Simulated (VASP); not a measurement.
Band structure of LiBr (rock salt). Method: vdW-DF-cx, VASP's PBE PAW potentials (set 64) (plane waves; VASP).

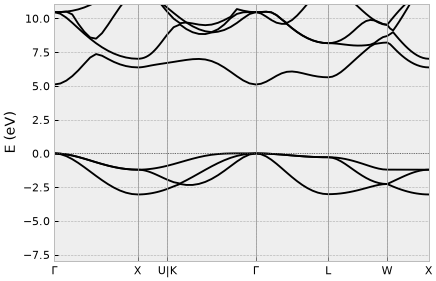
Figure. Bands along high-symmetry lines, zero at the valence-band maximum or, without a gap, the Fermi level

Task: Read the plot: is there a gap, and where are the band edges?

Result: The gap is indirect, 5.10 eV, from the valence maximum at K-Γ at 0.79 to the conduction minimum at Γ. (Edges off the drawn lines would not show.)

Measured: gap 7.60 eV (computed value off by -2.50 eV), as given by Abedi et al., (2022), arXiv:2211.14644.

The compound is LiBr in the rock salt structure. It was relaxed first.
